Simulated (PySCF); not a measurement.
**C$_{6}$H$_{8}$FSi (SMILES CC#C[Si]1CC(F)C1) (doublet): density, localisation and related maps**

The calculation's input:

```
{"job": {"kind": "epr", "basis": "pcH-1"}, "charge": 0, "multiplicity": 2}
C      3.556877    -0.895955    -0.933519
C      2.193469    -0.839756    -0.461353
C      1.045147    -0.732536    -0.094780
Si    -0.651418    -0.843312     0.594025
C     -1.306341     0.772925     1.404995
C     -2.091697     1.065050     0.124308
F     -3.381428     1.492192     0.379462
C     -2.053074    -0.283741    -0.597904
H      4.189425    -0.256743    -0.317623
H      3.610474    -0.556000    -1.967900
H      3.928168    -1.919655    -0.878932
H     -0.595763     1.548180     1.681185
H     -1.987335     0.624416     2.240626
H     -1.624273     1.858433    -0.468493
H     -1.841282    -0.216890    -1.662314
H     -2.998549    -0.807665    -0.472270
```

Command:

```sh
OMP_NUM_THREADS=1 python probes_run.py task.json out
```

Geometry: GFN2-xTB.

Method: UKS B3LYP, pcH-1 on C F H Si, non-relativistic, mean-field spin-orbit, GIAO in PySCF 2.14.0, density-fitted response routines.

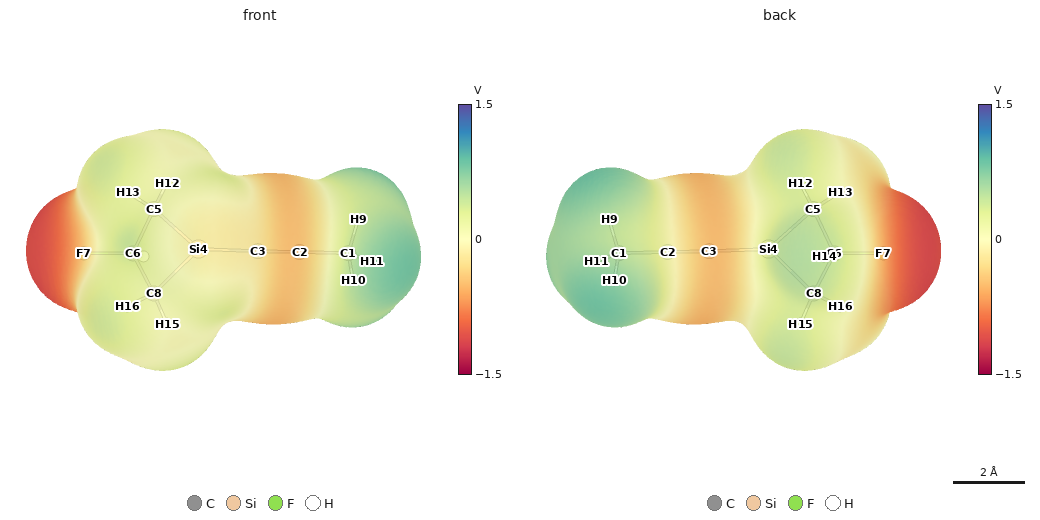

Figure 1. The electrostatic potential painted on the density surface at 0.001 e/bohr³, seen from the front and from behind; red is negative and blue positive.

Q: Describe the electrostatic potential map.

A: The most negative region (about −1.1 V) lies over F7, the most positive (about +0.9 V) over H9, H10 and H11.

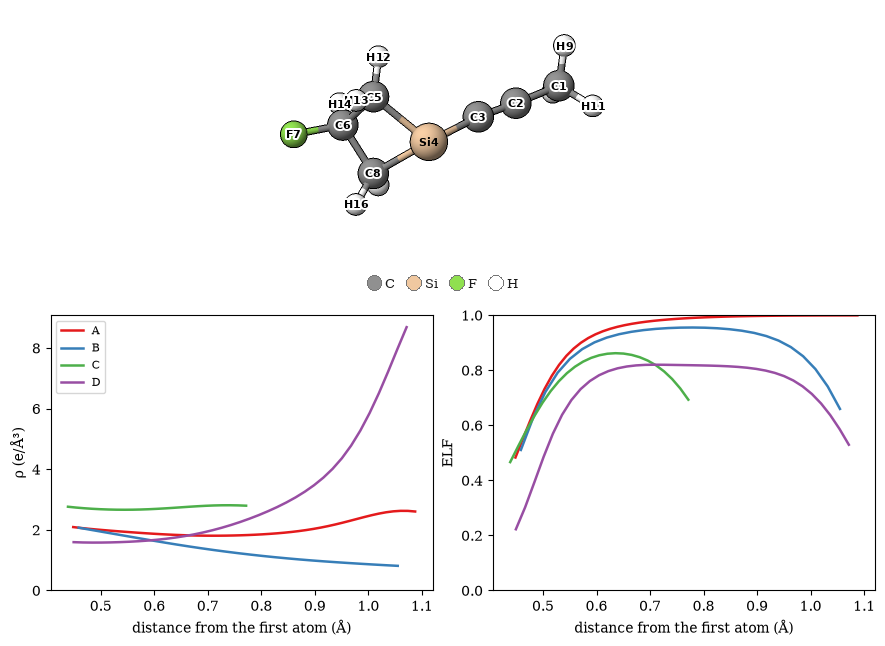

Figure 2. Total electron density and ELF along straight lines between neighbouring atoms. The curves leave out the atomic cores. The structure is drawn too.

Q: Which curve belongs to which contact (C–C, C–F, C–H and C–Si)? The first atom named is at distance zero.

A: Curve A: C–H (1.09 Å): ρ at the midpoint is about 1.9 e/Å³; the ELF climbs to about 1 towards the hydrogen, as it does in any bond to H (a covalent bond by its length). Curve B: C–Si (1.83 Å): ρ at the midpoint is about 0.96 e/Å³; the ELF peaks at about 0.95 between the atoms: a covalent bond. Curve C: C–C (1.21 Å): ρ at the midpoint is about 2.7 e/Å³; the ELF peaks at about 0.85 between the atoms: a short, multiple covalent bond. Curve D: C–F (1.38 Å): ρ at the midpoint is about 1.9 e/Å³, with its minimum of 1.6 e/Å³ about 0.5 Å from C; the ELF peaks at about 0.80 between the atoms, as expected for a polar covalent bond.
